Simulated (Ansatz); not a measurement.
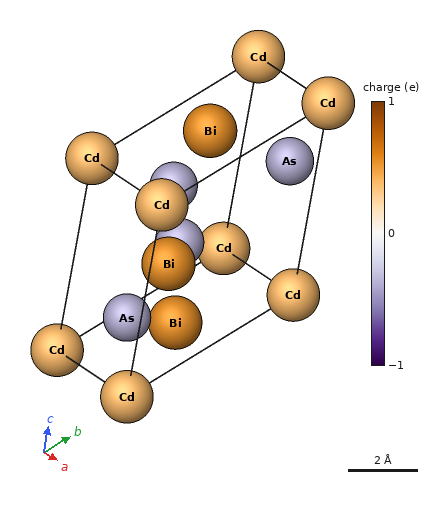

An orthographic spheres-only view of the structure, slightly off an axis. Lines trace the edges of the simulation cell. The atoms of this CdBi2As4 cell are coloured by their Bader charge.

Calculation details: DFT, PAW plane waves, PBE in Ansatz; a basis cut at 420 eV, k-mesh 5×5×5, Methfessel-Paxton smearing of 0.022 eV, no spin polarisation. The pressure of the cell is 12 GPa.

Question: Which way does the charge move?

Answer: Most positive: Bi; most negative: As. Charges: about Cd +0.4 e; Bi +0.5 e; As -0.4 e.

The picture shows a generated cell, made by putting these elements into a known structure type (the compound may or may not exist in this form); the geometry isn't optimised. An electronic-structure calculation with Ansatz was run on it.

At this level of theory the cell isn't at rest (compressed, at 12 GPa and forces up to 1.8 eV/Å), so its distances can differ from those at equilibrium, the more so the softer the solid.
